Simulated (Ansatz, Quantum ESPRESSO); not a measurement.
# Re(0001), 4 layers: capacitance across a vacuum gap, part 2 of 6

Wanted: the capacitance of Re(0001), 4 layers by the effective screening medium.

Quantum ESPRESSO 7.5; plane-wave DFT, PBE, GBRV ultrasoft pseudopotentials; geometry by Ansatz 0.2.0 with PAW datasets.

So far. Step 2 (Relaxation with Ansatz): The relaxation lowers the energy by 22 meV an atom. Held were the atoms numbered 1 and 2; the forces quoted are those on the free ones.

## 3. SCF with pw.x: charge -0.0198 e

ESM with bc3 puts vacuum below and a metal electrode at the cell's upper end, z = c/2, which holds the counter charge and sets the zero of potential. tot_charge counts missing electrons, so a negative value adds electrons. The energies and forces that the log prints for charged cells are not used here.

Level of this step: plane-wave DFT, PBE, GBRV ultrasoft pseudopotentials (Quantum ESPRESSO 7.5).

File q0.in:

```
&control
  prefix = 'q0'
  outdir = './out'
  pseudo_dir = './pseudo'
  calculation = 'scf'
  tprnfor = .true.
/
&system
  ibrav = 0
  nat = 4
  ntyp = 1
  ecutwfc = 40
  ecutrho = 200
  occupations = 'smearing'
  smearing = 'mv'
  degauss = 0.02
  assume_isolated = 'esm'
  esm_bc = 'bc3'
  tot_charge = -0.0198
/
&electrons
  conv_thr = 1e-08
  mixing_beta = 0.4
  electron_maxstep = 120
  mixing_mode = 'local-TF'
/
ATOMIC_SPECIES
  Re  186.2070  re_pbe_v1.2.uspp.F.UPF
CELL_PARAMETERS angstrom
  2.75999999997399 0.00000000000000 0.00000000000000
  1.37999999998699 2.39023011442253 0.00000000000000
  0.00000000000000 0.00000000000000 21.68610000000000
ATOMIC_POSITIONS crystal
  Re  0.666666666667 0.666666666667 -0.130549477470
  Re  0.000000000000 0.000000000000 -0.027778578170
  Re  0.666666666667 0.666666666667 0.079191880229
  Re  -0.000000000000 -0.000000000000 0.176661964270
K_POINTS automatic
  12 12 1 0 0 0
```

The run is started by

```bash
$ OMP_NUM_THREADS=1 mpirun -n 4 pw.x -nk 4 -in q0.in > q0.out
```

What it wrote:

```text
Program PWSCF v.7.5 starts
[citation notice left out]

     Parallel version (MPI & OpenMP), running on       4 processor cores
     Number of MPI processes:                 4
     Threads/MPI process:                     1

     MPI processes distributed on     1 nodes
[...]
Current dimensions of program PWSCF are:
     Max number of different atomic species (ntypx) = 10
     Max number of k-points (npk) =  40000
     Max angular momentum in pseudopotentials (lmaxx) =  4
     Message from routine setup:
     using ibrav=0 with symmetry is DISCOURAGED, use correct ibrav instead

     K-points division:     npool     =       4
     Subspace diagonalization in iterative solution of the eigenvalue problem:
     a serial algorithm will be used

     G-vector sticks info
     --------------------
     sticks:   dense  smooth     PW     G-vecs:    dense   smooth      PW
     Sum         379     301     97                46103    33093    6119

     Using Slab Decomposition

     bravais-lattice index     =            0
     lattice parameter (alat)  =       5.2156  a.u.
     unit-cell volume          =     965.4435 (a.u.)^3
     number of atoms/cell      =            4
     number of atomic types    =            1
     number of electrons       =        60.02
     number of Kohn-Sham states=           36
     kinetic-energy cutoff     =      40.0000  Ry
     charge density cutoff     =     200.0000  Ry
     scf convergence threshold =      1.0E-08
     mixing beta               =       0.4000
     number of iterations used =            8  local-TF  mixing
     Exchange-correlation= SLA  PW   PBE  PBE
                           (   1   4   3   4   0   0   0)

     Effective Screening Medium Method
     =================================
     Boundary Conditions: Vacuum-Slab-Metal
     total charge in unit cell        =  -0.0198
     grid points for fit at edges     =        4

     celldm(1)=   5.215644  celldm(2)=   0.000000  celldm(3)=   0.000000
     celldm(4)=   0.000000  celldm(5)=   0.000000  celldm(6)=   0.000000

     crystal axes: (cart. coord. in units of alat)
               a(1) = (   1.000000   0.000000   0.000000 )
               a(2) = (   0.500000   0.866025   0.000000 )
               a(3) = (   0.000000   0.000000   7.857283 )

     reciprocal axes: (cart. coord. in units 2 pi/alat)
               b(1) = (  1.000000 -0.577350  0.000000 )
               b(2) = (  0.000000  1.154701  0.000000 )
               b(3) = (  0.000000  0.000000  0.127270 )

     PseudoPot. # 1 for Re read from file:
     ./pseudo/re_pbe_v1.2.uspp.F.UPF
     Pseudo is Ultrasoft + core correction, Zval = 15.0
     Generated by new atomic code, or converted to UPF format
     Using radial grid of  981 points,  8 beta functions with:
                l(1) =   0
                l(2) =   0
                l(3) =   1
                l(4) =   1
                l(5) =   2
                l(6) =   2
                l(7) =   3
                l(8) =   3
     Q(r) pseudized with  8 coefficients,  rinner =    1.150   1.150   1.150
                                                       1.150   1.150   1.150
                                                       1.150

     atomic species   valence    mass     pseudopotential
     Re               15.00   186.20700     Re( 1.00)

      6 Sym. Ops. (no inversion) found

   Cartesian axes

     site n.     atom                  positions (alat units)
         1        Re     tau(   1) = (   1.0000000   0.5773503  -1.0257641  )
         2        Re     tau(   2) = (   0.0000000   0.0000000  -0.2182641  )
         3        Re     tau(   3) = (   1.0000000   0.5773503   0.6222330  )
         4        Re     tau(   4) = (   0.0000000   0.0000000   1.3880830  )

     number of k points=    19  Marzari-Vanderbilt smearing, width (Ry)=  0.0200
                       cart. coord. in units 2pi/alat
        k(    1) = (   0.0000000   0.0000000   0.0000000), wk =   0.0138889
        k(    2) = (   0.0000000   0.0962250   0.0000000), wk =   0.0833333
        k(    3) = (   0.0000000   0.1924501   0.0000000), wk =   0.0833333
        k(    4) = (   0.0000000   0.2886751   0.0000000), wk =   0.0833333
        k(    5) = (   0.0000000   0.3849002   0.0000000), wk =   0.0833333
        k(    6) = (   0.0000000   0.4811252   0.0000000), wk =   0.0833333
        k(    7) = (   0.0000000  -0.5773503   0.0000000), wk =   0.0416667
        k(    8) = (   0.0833333   0.1443376   0.0000000), wk =   0.0833333
        k(    9) = (   0.0833333   0.2405626   0.0000000), wk =   0.1666667
        k(   10) = (   0.0833333   0.3367877   0.0000000), wk =   0.1666667
[...]
k(   19) = (   0.3333333  -0.5773503   0.0000000), wk =   0.0277778

     Dense  grid:    46103 G-vectors     FFT dimensions: (  24,  24, 192)

     Smooth grid:    33093 G-vectors     FFT dimensions: (  24,  24, 180)

     Estimated max dynamical RAM per process >     150.80 MB

     Estimated total dynamical RAM >     569.42 MB

     Initial potential from superposition of free atoms

     starting charge      57.9998, renormalised to      60.0198

     negative rho (up, down):  5.248E-01 0.000E+00
     Starting wfcs are   52 randomized atomic wfcs

     total cpu time spent up to now is        1.1 secs

     per-process dynamical memory:    54.5 Mb

     Self-consistent Calculation

     iteration #  1     ecut=    40.00 Ry     beta= 0.40
     Davidson diagonalization with overlap
     ethr =  1.00E-02,  avg # of iterations =  1.6

     negative rho (up, down):  5.268E-01 0.000E+00

     total cpu time spent up to now is        2.8 secs

     total energy              =    -762.39908226 Ry
     estimated scf accuracy    <       4.93522828 Ry

     iteration #  2     ecut=    40.00 Ry     beta= 0.40
[...]
negative rho (up, down):  5.298E-01 0.000E+00

[...]
total energy              =    -762.38226649 Ry
     estimated scf accuracy    <       0.79937770 Ry

     iteration #  3     ecut=    40.00 Ry     beta= 0.40
[...]
negative rho (up, down):  5.403E-01 0.000E+00

[...]
total energy              =    -762.33300939 Ry
     estimated scf accuracy    <       0.14340683 Ry

     iteration #  4     ecut=    40.00 Ry     beta= 0.40
[...]
negative rho (up, down):  5.393E-01 0.000E+00

[...]
total energy              =    -762.43154876 Ry
     estimated scf accuracy    <       0.06845182 Ry

[...]
estimated scf accuracy    <       0.00956383 Ry

     iteration #  8     ecut=    40.00 Ry     beta= 0.40
[...]
negative rho (up, down):  5.324E-01 0.000E+00

[...]
total energy              =    -762.46423099 Ry
     estimated scf accuracy    <       0.00686281 Ry

     iteration #  9     ecut=    40.00 Ry     beta= 0.40
[...]
negative rho (up, down):  5.297E-01 0.000E+00

[...]
total energy              =    -762.46755598 Ry
     estimated scf accuracy    <       0.00044641 Ry

     iteration # 10     ecut=    40.00 Ry     beta= 0.40
[...]
c_bands:  1 eigenvalues not converged
[...]
negative rho (up, down):  5.300E-01 0.000E+00

[...]
total energy              =    -762.46721714 Ry
     estimated scf accuracy    <       0.00212065 Ry

     iteration # 11     ecut=    40.00 Ry     beta= 0.40
[...]
negative rho (up, down):  5.302E-01 0.000E+00

[...]
total energy              =    -762.46733345 Ry
     estimated scf accuracy    <       0.00071851 Ry

     iteration # 12     ecut=    40.00 Ry     beta= 0.40
[...]
negative rho (up, down):  5.296E-01 0.000E+00

[...]
total energy              =    -762.46877121 Ry
     estimated scf accuracy    <       0.00002755 Ry

     iteration # 13     ecut=    40.00 Ry     beta= 0.40
[...]
negative rho (up, down):  5.295E-01 0.000E+00

[...]
total energy              =    -762.46881975 Ry
     estimated scf accuracy    <       0.00007171 Ry

     iteration # 14     ecut=    40.00 Ry     beta= 0.40
[...]
negative rho (up, down):  5.294E-01 0.000E+00

[...]
total energy              =    -762.46870428 Ry
     estimated scf accuracy    <       0.00004995 Ry

[...]
iteration # 17     ecut=    40.00 Ry     beta= 0.40
[...]
negative rho (up, down):  5.294E-01 0.000E+00

[...]
total energy              =    -762.46861212 Ry
     estimated scf accuracy    <       0.00000166 Ry

     iteration # 18     ecut=    40.00 Ry     beta= 0.40
[...]
negative rho (up, down):  5.293E-01 0.000E+00

[...]
total energy              =    -762.46853820 Ry
     estimated scf accuracy    <       0.00000112 Ry

     iteration # 19     ecut=    40.00 Ry     beta= 0.40
[...]
negative rho (up, down):  5.294E-01 0.000E+00

[...]
total energy              =    -762.46852501 Ry
     estimated scf accuracy    <       0.00000021 Ry

     iteration # 20     ecut=    40.00 Ry     beta= 0.40
[...]
negative rho (up, down):  5.294E-01 0.000E+00

[...]
total energy              =    -762.46855037 Ry
     estimated scf accuracy    <       0.00000009 Ry

     iteration # 21     ecut=    40.00 Ry     beta= 0.40
[...]
negative rho (up, down):  5.294E-01 0.000E+00

[...]
total energy              =    -762.46852379 Ry
     estimated scf accuracy    <       0.00000005 Ry

     iteration # 22     ecut=    40.00 Ry     beta= 0.40
[...]
negative rho (up, down):  5.294E-01 0.000E+00

[...]
total energy              =    -762.46852937 Ry
     estimated scf accuracy    <       0.00000004 Ry

     iteration # 23     ecut=    40.00 Ry     beta= 0.40
[...]
negative rho (up, down):  5.294E-01 0.000E+00

[...]
total energy              =    -762.46852668 Ry
     estimated scf accuracy    <       0.00000003 Ry

     iteration # 24     ecut=    40.00 Ry     beta= 0.40
[...]
negative rho (up, down):  5.294E-01 0.000E+00

[...]
End of self-consistent calculation

          k = 0.0000 0.0000 0.0000 (  4091 PWs)   bands (ev):

   -82.1365 -82.0454 -82.0237 -81.8929 -44.4546 -44.2020 -43.7214 -43.5069
   -43.5069 -43.4123 -43.4123 -43.4022 -43.3455 -43.3455 -43.2268 -43.2268
   -11.4796 -10.1661  -8.8857  -8.7121  -4.4497  -4.1861  -3.8651  -3.8651
    -3.7494  -3.7494  -3.7329  -3.3248  -3.3248  -3.1047  -3.1047  -2.5488
    -1.6207  -1.3172  -1.3172  -0.3104

          k = 0.0000 0.0962 0.0000 (  4119 PWs)   bands (ev):

   -82.1307 -82.0407 -82.0183 -81.8890 -44.4335 -44.1934 -43.7392 -43.5620
   -43.5240 -43.4846 -43.4290 -43.4196 -43.3769 -43.3582 -43.2791 -43.2385
   -11.2002  -9.8917  -8.5941  -8.4316  -4.7483  -4.3460  -4.1642  -4.0123
    -3.6422  -3.5351  -3.5336  -3.4113  -3.3231  -3.1156  -2.8910  -2.5608
    -2.2234  -1.4418  -1.4155  -0.4004

          k = 0.0000 0.1925 0.0000 (  4151 PWs)   bands (ev):

   -82.1151 -82.0283 -82.0032 -81.8784 -44.3750 -44.1777 -43.8262 -43.7060
   -43.6118 -43.5705 -43.5482 -43.4739 -43.4647 -43.3932 -43.3599 -43.2708
   -10.4316  -9.1693  -7.8388  -7.7172  -5.4082  -4.8794  -4.7028  -4.3033
    -4.1394  -3.4630  -3.3619  -3.1010  -2.9765  -2.9739  -2.6016  -2.5824
    -2.2892  -1.4831  -1.4441  -0.5312

          k = 0.0000 0.2887 0.0000 (  4115 PWs)   bands (ev):

   -82.0934 -82.0117 -81.9820 -81.8641 -44.2967 -44.1961 -44.0102 -43.8927
   -43.7799 -43.6769 -43.6326 -43.5854 -43.5339 -43.4408 -43.4033 -43.3151
    -9.4137  -8.3750  -7.2246  -7.1378  -5.9873  -5.3180  -5.2289  -4.5907
    -4.2240  -3.7819  -3.4574  -3.2781  -3.0177  -2.4892  -1.8852  -1.7417
    -1.2924  -1.1776  -0.7413  -0.2921

          k = 0.0000 0.3849 0.0000 (  4147 PWs)   bands (ev):

   -82.0715 -81.9957 -81.9602 -81.8501 -44.3053 -44.2607 -44.1867 -44.0757
   -43.9128 -43.7687 -43.6935 -43.6277 -43.5928 -43.4884 -43.4535 -43.3597
    -8.6147  -8.0571  -7.4388  -7.2201  -6.3271  -5.9265  -5.4674  -4.0438
    -3.7445  -3.5588  -3.3201  -3.1066  -2.6210  -2.3973  -0.7944  -0.7460
    -0.5006  -0.0014   0.4549   0.5978

          k = 0.0000 0.4811 0.0000 (  4147 PWs)   bands (ev):

   -82.0552 -81.9842 -81.9438 -81.8400 -44.4288 -44.3797 -44.2488 -44.2026
   -43.9372 -43.7689 -43.7375 -43.6535 -43.6352 -43.5232 -43.5062 -43.3924
    -8.3839  -8.1289  -7.8055  -7.3947  -6.5910  -6.3578  -5.5493  -4.1801
    -3.5637  -3.2228  -2.8933  -2.4861  -1.9144  -1.1347  -0.3878   0.0700
     0.7969   1.1183   1.4169   1.6523

[...]
the Fermi energy is    -2.2694 ev

!    total energy              =    -762.46851700 Ry
     estimated scf accuracy    <          6.6E-09 Ry
     smearing contrib. (-TS)   =       0.00329317 Ry
     internal energy E=F+TS    =    -762.47181017 Ry

     The total energy is F=E-TS. E is the sum of the following terms:
     one-electron contribution =  -64350.92947266 Ry
     hartree contribution      =   32158.29314754 Ry
     xc contribution           =    -210.09978368 Ry
     ewald contribution        =   31640.26429862 Ry

     convergence has been achieved in  24 iterations

     negative rho (up, down):  5.294E-01 0.000E+00

     Forces acting on atoms (cartesian axes, Ry/au):

     atom    1 type  1   force =     0.00000000    0.00000000    0.04678993
     atom    2 type  1   force =     0.00000000    0.00000000   -0.04518475
     atom    3 type  1   force =     0.00000000    0.00000000   -0.00226438
     atom    4 type  1   force =     0.00000000    0.00000000    0.00080543

     Total force =     0.065090     Total SCF correction =     0.000231

[...]
=------------------------------------------------------------------------------=
   JOB DONE.
=------------------------------------------------------------------------------=
[...]
```

Elapsed: 55 s, on 4 MPI ranks of Arm Neoverse V2, shared host; peak memory 0.73 GiB; 3.7 min of CPU time.

Numbers from this step:

- Fermi energy: -2.269 eV
- vacuum line at the lower end of the cell, over the Fermi level: 5.159 eV
- slope of the potential above: -0.5428 eV/Å
- vacuum line at the upper end of the cell, over the Fermi level: 2.270 eV

The potential energy, planar mean oscillates, so the rows of the table below give means over windows of 2.26 Å about each position, cut where the curve ends. Its maxima inside the range that stand out by 2 % of the span (Å: eV): -1.7: -1.99, 0.6: -1.32, 2.8: -3.28, 6.2: 4.52. Its minima: -2.7: -14.3, -0.8: -14.6, 1.8: -14.5, 3.7: -14.3.

Electrostatic potential energy of an electron; zero at the Fermi level. Potential energy, planar mean against z; means over each step:

| z (Å) | potential energy, planar mean (eV) |
| --- | --- |
| -9.71 | 5.16 |
| -7.45 | 5.16 |
| -5.19 | 4.54 |
| -2.93 | -9.09 |
| -0.67 | -9.57 |
| 1.59 | -9.55 |
| 3.85 | -9.32 |
| 6.11 | 3.97 |
| 8.37 | 3.61 |
| 10.63 | 2.67 |

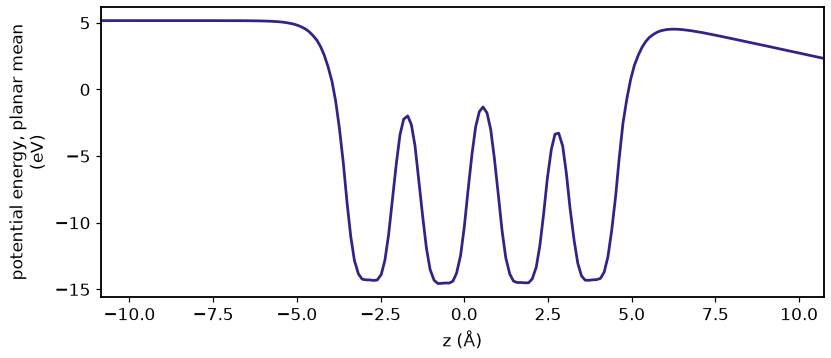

Potential energy, planar mean against z.

The program's own clock; routines nest. Time by routine:

| routine | wall time (s) | calls |
| --- | --- | --- |
| PWSCF | 54.7 | 1 |
| electrons | 53.16 | 1 |
| c_bands | 37.39 | 24 |
| cegterg | 32.07 | 120 |
| h_psi | 22.76 | 861 |
| fftw | 18.48 | 31492 |
| vloc_psi | 17.5 | 861 |
| sum_band | 6.98 | 24 |
| mix_rho | 4.86 | 24 |
| calbec | 3.44 | 1001 |
| newd | 3.08 | 25 |
| ffts | 3.06 | 2826 |
| add_vuspsi | 2.62 | 861 |
| s_psi | 2.59 | 861 |

The run needed 24 iterations to bring the estimated error under 1e-08 Ry.

Inside the slab this potential holds the local part of the pseudopotentials, which can be repulsive at the nuclei; only its value in the vacuum has a meaning of its own.

Gauss's law asks for a slope of 180.95 q/A = -0.543 eV/Å in the gap; the run gives -0.543.

## 4. SCF with pw.x: charge -0.0099 e

The charge is stepped; where the run before has converged, its density is the start.

q1.in, as its differences from the input of step 3:

```diff
@@ -1,3 +1,3 @@
 &control
-  prefix = 'q0'
+  prefix = 'q1'
   outdir = './out'
@@ -18,3 +18,3 @@
   esm_bc = 'bc3'
-  tot_charge = -0.0198
+  tot_charge = -0.0099
 /
@@ -25,2 +25,3 @@
   mixing_mode = 'local-TF'
+  startingpot = 'file'
 /
```

The run is started by

```bash
$ cp -r out/q0.save out/q1.save
$ OMP_NUM_THREADS=1 mpirun -n 4 pw.x -nk 4 -in q1.in > q1.out
```

What it wrote:

```text
[banner, memory and clock lines left out]
Program PWSCF v.7.5 starts
[...]
Message from routine setup:
[...]
number of electrons       =        60.01
     number of Kohn-Sham states=           36
     kinetic-energy cutoff     =      40.0000  Ry
     charge density cutoff     =     200.0000  Ry
[...]
number of k points=    19  Marzari-Vanderbilt smearing, width (Ry)=  0.0200
[...]
Dense  grid:    46103 G-vectors     FFT dimensions: (  24,  24, 192)
[...]
The initial density is read from file :
[...]
negative rho (up, down):  5.293E-01 0.000E+00
     Starting wfcs are   52 randomized atomic wfcs
[...]
negative rho (up, down):  5.287E-01 0.000E+00
[...]
estimated scf accuracy    <       1.40203112 Ry
[...]
negative rho (up, down):  5.290E-01 0.000E+00
[...]
estimated scf accuracy    <       0.07897157 Ry
[...]
negative rho (up, down):  5.291E-01 0.000E+00
[...]
estimated scf accuracy    <       0.00333396 Ry
[...]
negative rho (up, down):  5.292E-01 0.000E+00
[...]
estimated scf accuracy    <       0.01049846 Ry
[...]
negative rho (up, down):  5.291E-01 0.000E+00
[...]
estimated scf accuracy    <       0.00366403 Ry
[...]
negative rho (up, down):  5.291E-01 0.000E+00
[...]
estimated scf accuracy    <       0.00132252 Ry
[...]
negative rho (up, down):  5.290E-01 0.000E+00
[...]
estimated scf accuracy    <       0.00091188 Ry
[...]
negative rho (up, down):  5.290E-01 0.000E+00
[...]
estimated scf accuracy    <       0.00109359 Ry
[...]
negative rho (up, down):  5.290E-01 0.000E+00
[...]
estimated scf accuracy    <       0.00046389 Ry
[...]
negative rho (up, down):  5.291E-01 0.000E+00
[...]
estimated scf accuracy    <       0.00015036 Ry
[...]
negative rho (up, down):  5.291E-01 0.000E+00
[...]
estimated scf accuracy    <       0.00004318 Ry
[...]
negative rho (up, down):  5.291E-01 0.000E+00
[...]
estimated scf accuracy    <       0.00006046 Ry
[...]
negative rho (up, down):  5.293E-01 0.000E+00
[...]
estimated scf accuracy    <       0.00001056 Ry
[...]
negative rho (up, down):  5.292E-01 0.000E+00
[...]
estimated scf accuracy    <       0.00000912 Ry
[...]
negative rho (up, down):  5.293E-01 0.000E+00
[...]
estimated scf accuracy    <       0.00000813 Ry
[...]
negative rho (up, down):  5.293E-01 0.000E+00
[...]
estimated scf accuracy    <       0.00000137 Ry
[...]
negative rho (up, down):  5.293E-01 0.000E+00
[...]
estimated scf accuracy    <       0.00000154 Ry
[...]
negative rho (up, down):  5.293E-01 0.000E+00
[...]
estimated scf accuracy    <       0.00000077 Ry
[...]
negative rho (up, down):  5.293E-01 0.000E+00
[...]
estimated scf accuracy    <       0.00000022 Ry
[...]
negative rho (up, down):  5.293E-01 0.000E+00
[...]
estimated scf accuracy    <       0.00000024 Ry
[...]
negative rho (up, down):  5.293E-01 0.000E+00
[...]
estimated scf accuracy    <       0.00000005 Ry
[...]
negative rho (up, down):  5.293E-01 0.000E+00
[...]
estimated scf accuracy    <       0.00000003 Ry
[...]
negative rho (up, down):  5.294E-01 0.000E+00
[...]
the Fermi energy is    -3.6220 ev
!    total energy              =    -762.46631152 Ry
     estimated scf accuracy    <          5.9E-09 Ry
     smearing contrib. (-TS)   =       0.00325598 Ry
     internal energy E=F+TS    =    -762.46956750 Ry
[...]
one-electron contribution =  -64344.94670011 Ry
     hartree contribution      =   32152.30903709 Ry
     xc contribution           =    -210.09620309 Ry
     ewald contribution        =   31640.26429862 Ry
     convergence has been achieved in  23 iterations
     negative rho (up, down):  5.294E-01 0.000E+00
[...]
Total force =     0.064845     Total SCF correction =     0.000408
[...]
```

The job ended after 56 s (4 MPI ranks; peak memory 0.39 GiB; 3.7 min of CPU time).

Numbers from this step:

```
Fermi energy                                                   : -3.622 eV
vacuum line at the lower end of the cell, over the Fermi level : 5.160 eV
slope of the potential above                                   : -0.2714 eV/Å
vacuum line at the upper end of the cell, over the Fermi level : 3.622 eV
```

The electrode's potential over the Fermi level goes from 2.270 to 3.622 eV, the far face's from 5.159 to 5.160 eV.

(Continued in part 3 of 6.)

[Logs are printed without paths, hosts, clocks, repeated set-up lines and the standing remarks that a program may print on its own settings, such as how far it seeks lower states.]

[Hosts, paths, dates, database ids (printed as entryN), source tags and the programs' standing remarks are cut or masked in the printed files.]

[Maps of the electrostatic potential energy from Ansatz leave out the sawtooth potential of an applied field or a dipole correction, so their vacuum need not be flat; planar profiles and work functions include it.]
